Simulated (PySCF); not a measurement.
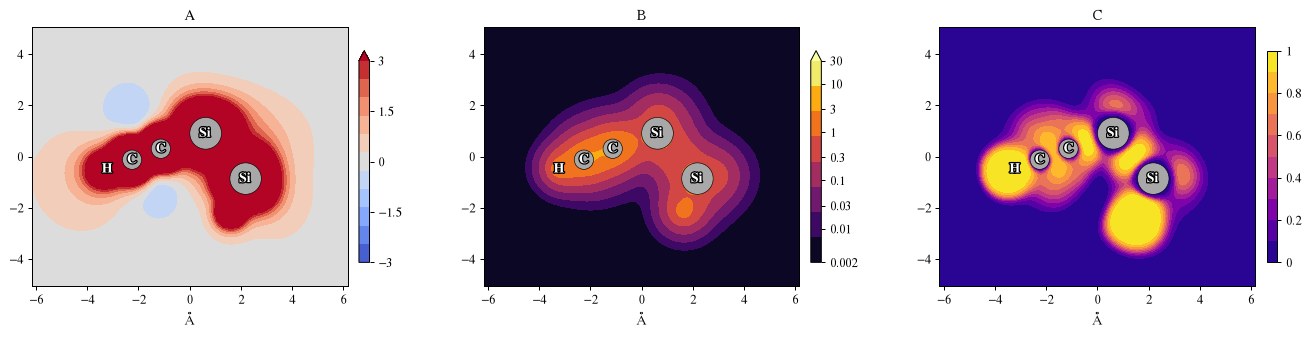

C$_{2}$H$_{6}$ClSi$_{4}$ (doublet): 3 fields on the plane of atoms C2, Si3 and Si4, with unlabelled colour scales. Grey discs cover the atomic cores.

Geometry: GFN2-xTB.

Computed with UKS B3LYP, pcH-1 on C Cl H Si, non-relativistic, mean-field spin-orbit, GIAO in PySCF 2.14.0, density-fitted response routines.

The panels show electron density, electron localisation function and electrostatic potential in some order. Assign them.

Answer. Panel A: electrostatic potential (strongly positive close to the atoms, with negative regions outside electron-rich atoms). Panel B: electron density. Panel C: electron localisation function. From the grid: C–C (1.20 Å): ρ at the midpoint is about 2.8 e/Å³; the ELF peaks at about 0.85 between the atoms; a multiple bond. C–Si (1.85 Å): ρ at the midpoint is about 0.91 e/Å³; the ELF peaks at about 0.95 between the atoms, as expected for a shared electron pair.
